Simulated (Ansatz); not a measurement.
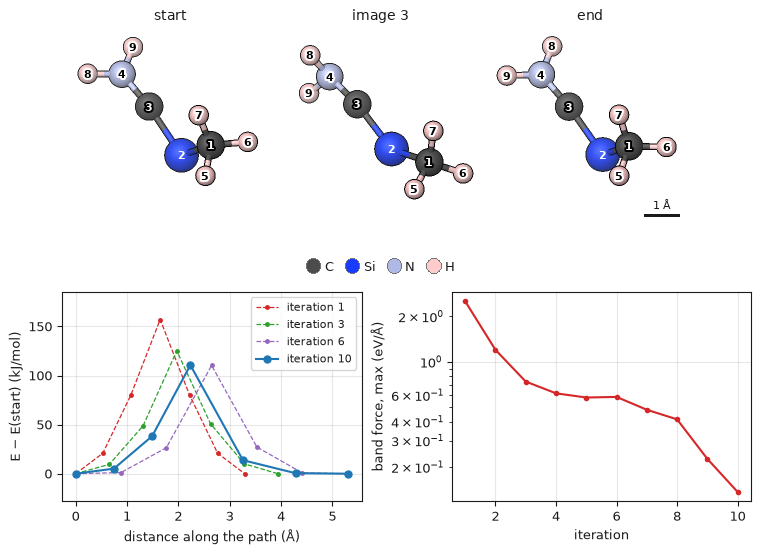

NEB run on C$_{2}$H$_{5}$NSi. Images are numbered from 0 (start) to 6 (end). The plot follows the band through its iterations. A ball-and-stick model, seen from a free direction.

Theory: RKS PBE-D4/6-31G* (Ansatz 0.2.0).

The input:
```yaml
crystal:
  periodic: [false, false, false]
  atoms:
    - { symbol: C, position_ang: [-0.286371, 1.461755, -1.08004] }
    - { symbol: Si, position_ang: [-1.353552, 0.249941, 0.022356] }
    - { symbol: C, position_ang: [-0.149359, -0.817748, 0.64814] }
    - { symbol: "N", position_ang: [0.516098, -1.753734, 1.262914] }
    - { symbol: H, position_ang: [-0.753431, 1.520983, -2.077715] }
    - { symbol: H, position_ang: [-0.341482, 2.470387, -0.635411] }
    - { symbol: H, position_ang: [0.77009, 1.182009, -1.196635] }
    - { symbol: H, position_ang: [0.68516, -2.681648, 0.852138] }
    - { symbol: H, position_ang: [0.912838, -1.631955, 2.204261] }
basis:
  gaussian: { orbitals: "6-31G*" }
hamiltonian:
  xc: pbe
  dispersion: d4
neb:
  order_check: false
  images: 5
  f_tol: 0.03
  max_iterations: 10
  initial_path: idpp
  final_atoms:
    - { symbol: C, position_ang: [-0.28411609, 1.46771751, -1.07263208] }
    - { symbol: Si, position_ang: [-1.32838611, 0.33458801, 0.13069302] }
    - { symbol: C, position_ang: [-0.14409552, -0.79882384, 0.67332354] }
    - { symbol: "N", position_ang: [0.51099595, -1.76944954, 1.24427361] }
    - { symbol: H, position_ang: [-0.74183476, 1.41697114, -2.07548319] }
    - { symbol: H, position_ang: [-0.37511263, 2.51158017, -0.72674031] }
    - { symbol: H, position_ang: [0.78127913, 1.21033542, -1.15362612] }
    - { symbol: H, position_ang: [0.98604952, -1.66593915, 2.15079957] }
    - { symbol: H, position_ang: [0.5952115, -2.70698972, 0.82939996] }
```

Command:
```bash
ansatz run input.yaml --threads 1 --pin off --max-ram 2048MiB --backend cpu --events-out ev --progress --plain --runs-dir out
```

### Judge this run.

The result isn't final. The band hadn't converged when the run stopped after 10 iterations. The largest component of the band force went from 2.5 to 0.14 eV/Å. The barrier read from it is provisional, though the highest image hardly moved in the last two iterations. The iteration limit was low. The first iteration put the highest image at 157.1 kJ/mol. The barrier is about 110.7 kJ/mol in both directions, with image 3 at the top; the ends have the same energy.

Cost: 95 s on 1 thread of Intel(R) Xeon(R) Platinum 8375C CPU @ 2.90GHz (Ice Lake), on a shared host, peak memory 0.13 GiB.
